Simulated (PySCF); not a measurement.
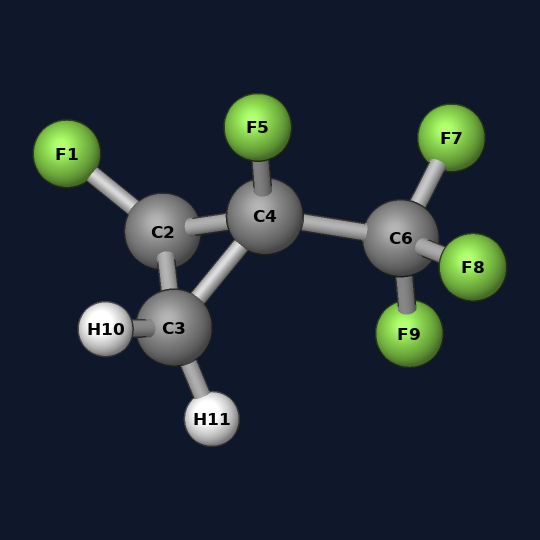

The questions are on Mulliken spin populations. Charge 0, doublet. The computed structure is the end point of a GFN2-xTB optimisation. No frequency run is at hand to confirm it as a minimum. Level of theory: UKS B3LYP, pcH-1 on C F H, non-relativistic (PySCF 2.14.0).

Which atom carries the largest spin population?

C2 (0.81 e).

Which atom has the lowest spin population?

F7, F8, F9 (0.00 e).

Give the Mulliken spin populations atom by atom.

| atom | value (e) |
| --- | --- |
| F1 | 0.07 |
| C2 | 0.81 |
| C3 | 0.02 |
| C4 | 0.01 |
| F5 | 0.02 |
| C6 | 0.01 |
| F7 | 0.00 |
| F8 | 0.00 |
| F9 | 0.00 |
| H10 | 0.02 |
| H11 | 0.03 |

Mulliken values depend strongly on the basis set.
